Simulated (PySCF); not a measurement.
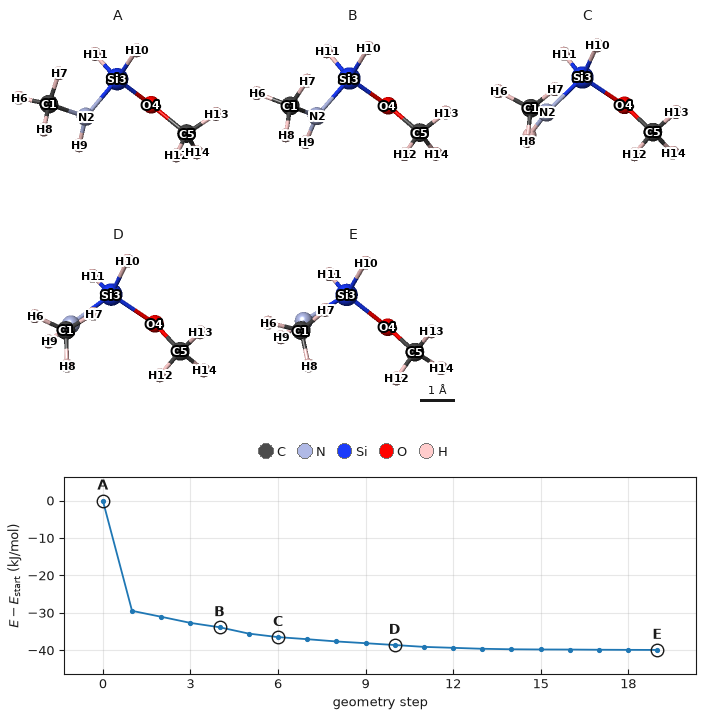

Frames of a relaxation of C₂H₉NOSi, marked on the history of the run. The picture is a ball-and-stick view, seen at a tilt.

The start comes from GFN2-xTB. Its atoms were then displaced at random by about 0.01 Å.

Theory: PBE0-D3(BJ)/def2-SVP geometry optimisation, gas phase in PySCF 2.14.0, density-fitted response routines. 

Describe the path.

After 19 geometry steps the energy has fallen by 39.9 kJ/mol. The atom that moves furthest after the best rigid fit is H9 (1.43 Å). Largest moves by element: H 1.43 Å, N 0.84 Å, C 0.57 Å, Si 0.46 Å, O 0.13 Å. Near-neighbour distances that change, for instance: Si3–O4 1.570 → 1.670 Å, C1–H6 1.061 → 1.104 Å, Si3–H10 1.464 → 1.497 Å, C5–H12 1.080 → 1.106 Å. Bond angles that change, for instance: N2–Si3–H11 117.7° → 109.0°, O4–Si3–H10 115.5° → 108.3°, N2–Si3–O4 109.7° → 116.6°. Groups turn about O4–C5 by about 20°. From step 0 to 4: H7 moves most (0.48 Å), energy −33.8 kJ/mol. From step 4 to 6: H7 moves most (0.45 Å), energy −2.63 kJ/mol. From step 6 to 10: H9 moves most (0.48 Å), energy −2.11 kJ/mol. From step 10 to 19: H8 moves most (0.21 Å), energy −1.32 kJ/mol.
